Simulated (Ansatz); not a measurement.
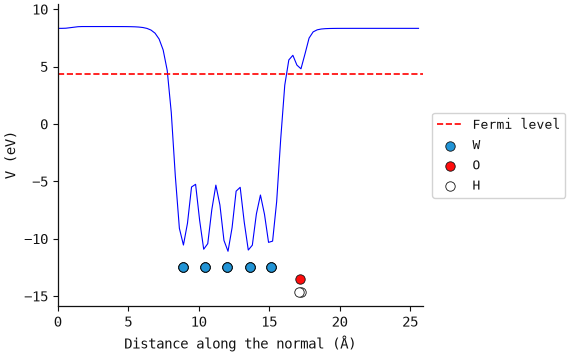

Plane-averaged electrostatic potential energy of an electron across the slab; circles at the bottom mark the heights of the atoms (positions after relaxation).

The material is a (100) slab cut from W (Im-3m), of composition H2W20O (not the bulk's), ended by W planes, 23 atoms in the cell; a = 6.32 Å, b = 6.32 Å, c = 25.88 Å, α = 90.00°, β = 90.00°, γ = 90.00°.

Level of theory: DFT PBE+D3(BJ), scalar-relativistic, plane waves, PAW, no spin polarisation, 3×3×1 k mesh, 420 eV cutoff; code Ansatz.

Question: What is the work function?

Answer: The work function is 4.01 eV at the right face and 4.17 eV at the left.

Question: Do the two faces differ, and what does that say about the slab's dipole?

Answer: The vacuum levels differ by 0.16 eV, so the slab carries a dipole along its normal. Some atoms were held fixed in the relaxation, which can itself make the faces differ.

Question: How thick are slab and vacuum?

Answer: The outermost atoms are 8.4 Å apart, which leaves 17.5 Å of vacuum in a cell 25.9 Å high.

Spin-orbit coupling is left out, which matters for W.
